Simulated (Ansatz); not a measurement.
ClFOSi2 (SMILES F[Si](Cl)[O+]=[Si]) (charge +1, doublet)

The calculation's input:

```
crystal:
  periodic: [false, false, false]
  atoms:
    - {symbol: Cl, position_ang: [-0.434964, -2.308055, -0.322326]}
    - {symbol: F, position_ang: [1.626041, -0.327717, -1.313724]}
    - {symbol: O, position_ang: [0.376199, 0.337567, 0.857095]}
    - {symbol: Si, position_ang: [-0.199416, 1.606316, 1.586552]}
    - {symbol: Si, position_ang: [1.089359, -1.033671, 0.016284]}
basis:
  gaussian:
    orbitals: def2-TZVPD
total_charge: 1
magnetization:
  spin_polarized: true
  initial_magnetization: 1
hamiltonian:
  xc: {name: PBE0}
output: {forces: true, orbitals: {seedname: orbitals}}
```

Run with:

```sh
ansatz run input.yaml --threads 1 --pin off --max-ram 2610MiB --events-out events.jsonl --progress --plain --runs-dir runs
```

Geometry: PBE0-D3(BJ)/def2-SVP.

Method: isolated molecule in a Gaussian basis; Kohn-Sham density functional theory, functional PBE0 (Ansatz).

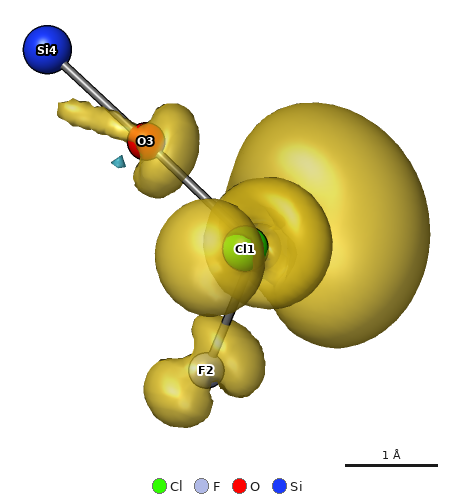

Figure 1. Isosurfaces of the spin density (α minus β) at +0.02 (yellow) and −0.02 e/Å³ (cyan), seen at an oblique angle.

Question: Where is the unpaired spin?

Answer: The unpaired spin (1 electron) lies mostly on Si5 (about 0.7) and Cl1 (about 0.1), in electrons by Hirshfeld's partition.

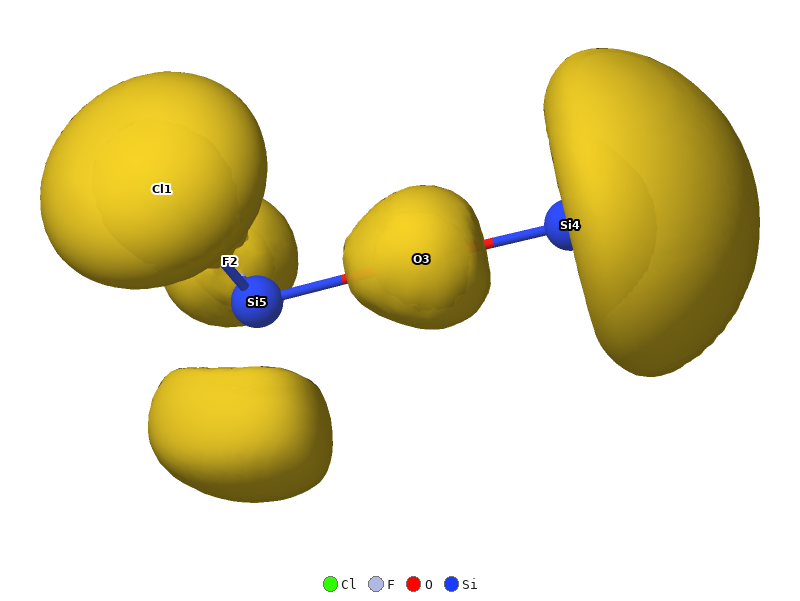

Figure 2. Isosurface of the electron localisation function at 0.8 (yellow), seen from one side. Only the valence region is drawn (cores and ρ < 0.01 e/Å³ removed).

Question: Identify the bonds, lone pairs and shells in this picture.

Answer: The surface consists of one region on Cl in which the atom's valence shell and bonds are merged, two lobes on Si, pointing away from the bonds (non-bonding electrons), one region wrapped around F (its lone pairs, merged into a ring or cap) and one region wrapped around O (its lone pairs, merged into a ring or cap). Profiles from the grid: Si–O (1.57 Å): the ELF peaks at about 0.85 between the atoms: a polar covalent bond. Si–F (1.60 Å): the ELF peaks at about 0.85 in the valence shell of F, 0.6 Å from its nucleus, and is about 0.55 at the midpoint.

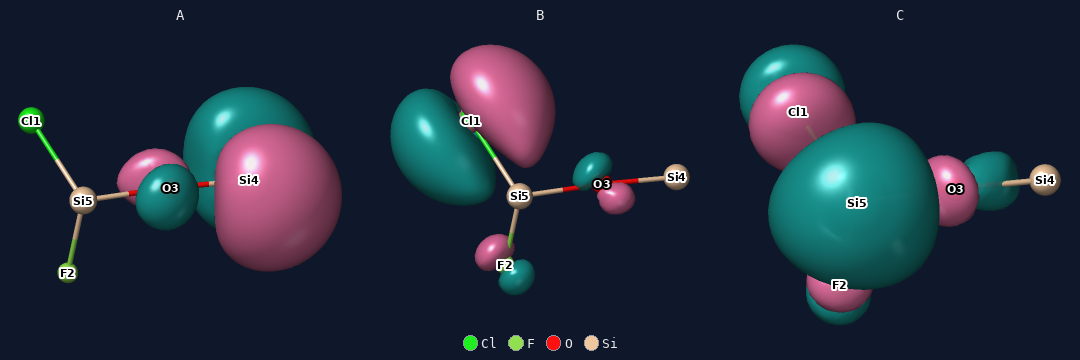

Figure 3. Three frontier orbitals at ±0.1 Å⁻³ᐟ² (teal and pink are the two phases), in no order.

Question: Which picture is the HOMO−1, the HOMO and the LUMO? All are α orbitals.

Answer: B is the HOMO−1 (α) (−14.32 eV). Its weight (Hirshfeld) is mainly on Cl1 (about 85 %); largely a lone pair of Cl1. C is the HOMO (α) (−12.11 eV). Its weight (Hirshfeld) is mainly on Si5 (about 65 %), Cl1 (about 20 %) and F2 (about 10 %). A is the LUMO (α) (−8.43 eV). Its weight (Hirshfeld) is mainly on Si4 (about 85 %) and O3 (about 10 %).

Question: What is the gap between the highest occupied and lowest empty α orbitals?

Answer: 3.68 eV between the orbital energies.
